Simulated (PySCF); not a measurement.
# C₂H₆AlCl₂ (charge −1): what the fields show

```yaml
atoms:
  - { symbol: C, position_ang: [-1.3542, 0.0906, -0.1084] }
  - { symbol: C, position_ang: [-0.0283, -0.5441, 0.3037] }
  - { symbol: Al, position_ang: [1.5840, 0.1377, -0.6461] }
  - { symbol: Cl, position_ang: [1.7222, 2.3362, -0.2807] }
  - { symbol: Cl, position_ang: [3.3612, -0.8188, 0.2971] }
  - { symbol: H, position_ang: [-1.3468, 1.1790, 0.0719] }
  - { symbol: H, position_ang: [-1.5526, -0.0449, -1.1867] }
  - { symbol: H, position_ang: [-2.2297, -0.3219, 0.4305] }
  - { symbol: H, position_ang: [0.1409, -0.4013, 1.3880] }
  - { symbol: H, position_ang: [-0.0654, -1.6410, 0.1534] }
  - { symbol: H, position_ang: [1.6399, -0.1106, -2.2408] }
```

Geometry: PBE0-D3(BJ)/ma-def2-SVP.

These are results of PySCF 2.14.0, density-fitted response routines, DFT single point, gas phase, functional wB97X, not measurements.

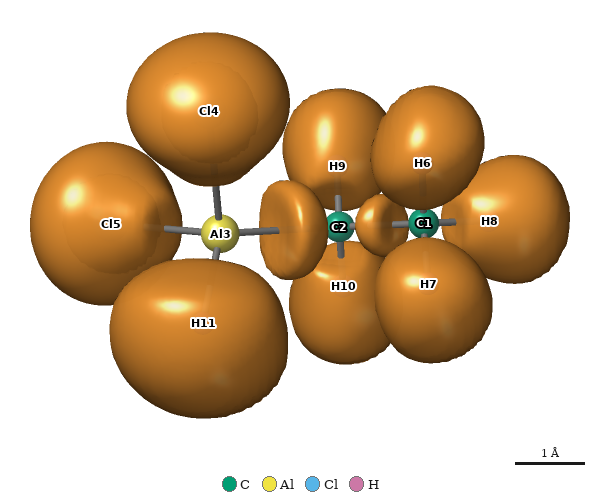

Figure 1. Isosurface of the electron localisation function at 0.8 (orange), seen from one side. Only the valence region is drawn (cores and ρ < 0.01 e/Å³ removed).

> Where are the electrons localised?

The ELF exceeds this value in one region between bonded Al–C atoms (shared pairs), one region between bonded C–C atoms (shared pairs), six regions around hydrogen nuclei and two regions on Cl in which the atom's valence shell and bonds are merged. Profiles from the grid: C–C (1.53 Å): the ELF peaks at about 0.95 between the atoms, as expected for a covalent bond. C–Al (1.99 Å): the ELF peaks at about 1 between the atoms, as expected for a polar covalent bond.

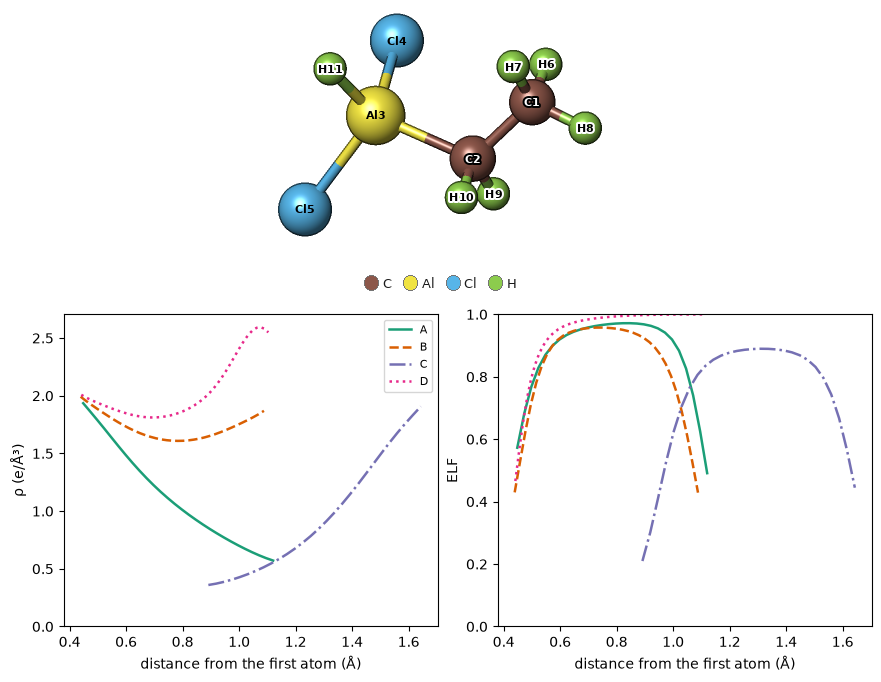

Figure 2. Electron density and electron localisation function along straight lines between neighbouring atoms. The curves leave out the atomic cores. The structure is drawn too.

> Which curve belongs to which contact (Al–Cl, C–Al, C–C and C–H)? The first atom named is at distance zero.

Curve A: C–Al (1.99 Å): the density is about 0.7 e/Å³ at the midpoint; the ELF peaks at about 1 between the atoms; a shared but strongly polarised pair. Curve B: C–C (1.53 Å): the density is about 1.6 e/Å³ at the midpoint; the ELF peaks at about 0.95 between the atoms (a covalent bond). Curve C: Al–Cl (2.23 Å): ρ is about 0.55 e/Å³ halfway; the ELF peaks at about 0.90 in the valence shell of Cl, 0.9 Å from its nucleus, and is about 0.85 at the midpoint. Curve D: C–H (1.10 Å): ρ is about 1.9 e/Å³ halfway; the ELF climbs to about 1 towards the hydrogen, as it does in any bond to H: an ordinary covalent bond to hydrogen.
